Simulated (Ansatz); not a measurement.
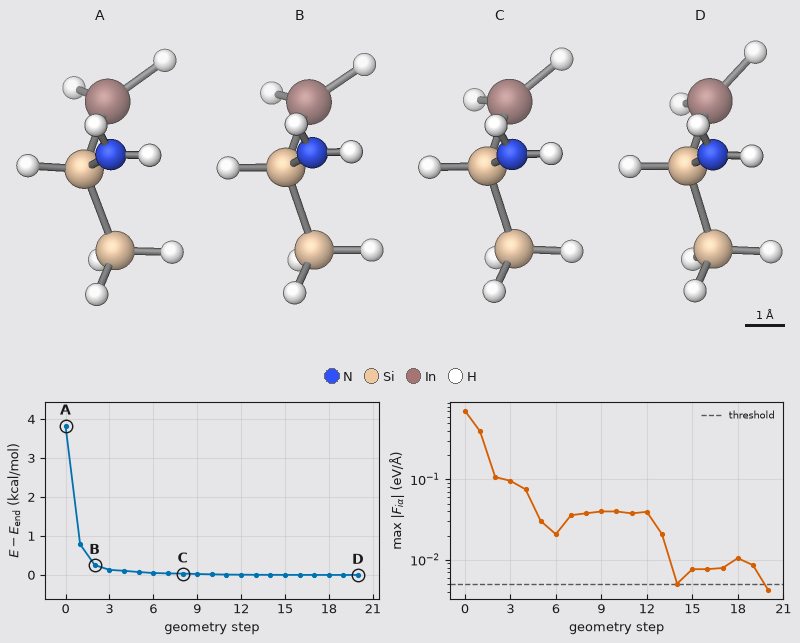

Frames of a relaxation of InSi₂NH₈, marked on the history of the run. The picture is a ball-and-stick view, seen from a free direction.

The start comes from GFN2-xTB.

All numbers below come from RKS PBE0-D4/def2-TZVP in Ansatz 0.2.0.

Input
```yaml
crystal:
  periodic: [false, false, false]
  atoms:
    - {symbol: N, position_ang: [-1.983760, -0.070330, -0.267500]}
    - {symbol: Si, position_ang: [-0.302240, -0.374310, -0.568030]}
    - {symbol: Si, position_ang: [0.576710, -1.404360, 1.331320]}
    - {symbol: In, position_ang: [1.105590, 1.808190, -1.071920]}
    - {symbol: H, position_ang: [-2.590840, 0.168850, -1.036570]}
    - {symbol: H, position_ang: [-2.249760, 0.459500, 0.548110]}
    - {symbol: H, position_ang: [-0.370990, -1.203370, -1.796090]}
    - {symbol: H, position_ang: [0.313910, -0.609920, 2.539770]}
    - {symbol: H, position_ang: [0.098120, -2.759990, 1.604410]}
    - {symbol: H, position_ang: [2.038150, -1.470940, 1.177960]}
    - {symbol: H, position_ang: [2.676920, 1.972620, -1.949530]}
    - {symbol: H, position_ang: [0.688200, 3.484060, -0.511930]}
basis:
  gaussian: {orbitals: def2-TZVP}
hamiltonian: {xc: pbe0, dispersion: d4}
relax: {f_tol: 0.005, max_steps: 150}
```

Launched with:
```bash
ansatz run in.yaml --threads 4 --pin off --events-out ev --progress --plain --max-ram 10444MiB
```

> What happens along the run?

The energy falls by 3.83 kcal/mol in 20 geometry steps. Largest force component: 0.72 eV/Å at the start, 0.0042 eV/Å at the end. The atom that moves furthest after the best rigid fit is H11 (0.46 Å). By element the largest moves are H 0.46 Å, Si 0.12 Å, N 0.06 Å, In 0.06 Å. Among the contacts that change: In4–H12 1.816 → 1.737 Å, In4–H11 1.807 → 1.735 Å, Si2–In4 2.646 → 2.593 Å, Si3–H9 1.463 → 1.488 Å. Among the angles between lasting bonds that change: H11–In4–H12 105.4° → 116.2°, Si3–Si2–H7 116.4° → 107.6°, Si2–In4–H11 129.1° → 122.3°. The run took 76 s on 4 threads of Arm Neoverse V2, on a shared host. From step 0 to 2: H12 moves most (0.21 Å), energy −3.58 kcal/mol. From step 2 to 8: H11 moves most (0.20 Å), energy −0.22 kcal/mol. From step 8 to 20: H12 moves most (0.26 Å), energy −0.03 kcal/mol.

| step | E − E(0), kcal/mol | largest force component, eV/Å |
| --- | --- | --- |
| 0 | 0.00 | 0.7158 |
| 1 | -3.05 | 0.3970 |
| 2 | -3.58 | 0.1071 |
| 3 | -3.70 | 0.0960 |
| 4 | -3.73 | 0.0753 |
| 5 | -3.76 | 0.0304 |
| 6 | -3.78 | 0.0208 |
| 7 | -3.79 | 0.0359 |
| 8 | -3.80 | 0.0379 |
| 9 | -3.81 | 0.0399 |
| 10 | -3.82 | 0.0399 |
| 11 | -3.82 | 0.0378 |
| 12 | -3.83 | 0.0395 |
| 13 | -3.83 | 0.0209 |
| 14 | -3.83 | 0.0050 |
| 15 | -3.83 | 0.0076 |
| 16 | -3.83 | 0.0076 |
| 17 | -3.83 | 0.0079 |
| 18 | -3.83 | 0.0105 |
| 19 | -3.83 | 0.0086 |
| 20 | -3.83 | 0.0042 |
